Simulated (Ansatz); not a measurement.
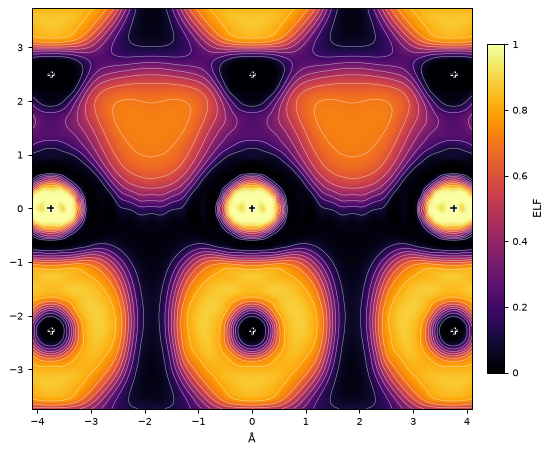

The ELF on a plane through atoms (crosses mark nuclei in the plane).

These are results of DFT PBE, scalar-relativistic, plane waves, PAW in Ansatz 0.2.0, not measurements.

Candidates:
A. Zn3Cd2S5, a = 3.96 Å, b = 3.96 Å, c = 28.48 Å, α = 90.00°, β = 90.00°, γ = 90.00°. Space group I-4m2; a structure generated by program, which may or may not match a known phase.
B. CaZr2N2, a = 3.52 Å, b = 3.52 Å, c = 9.10 Å, α = 90.00°, β = 90.00°, γ = 120.00°. Space group P-6m2; a structure generated by program, which may or may not match a known phase.
C. Li2BeS2, a = 3.75 Å, b = 3.75 Å, c = 6.76 Å, α = 90.00°, β = 90.00°, γ = 120.00°. Space group P3m1; a structure generated by program, which may or may not match a known phase.

### Which system is this?

Candidate C: Li2BeS2 on the (010) plane of the conventional cell, which holds Li, Be and S. Li–S (2.27 Å): the ELF peaks at about 0.90 in the valence shell of S, 1.0 Å from its nucleus, and falls to about 0 next to Li: a largely ionic contact.
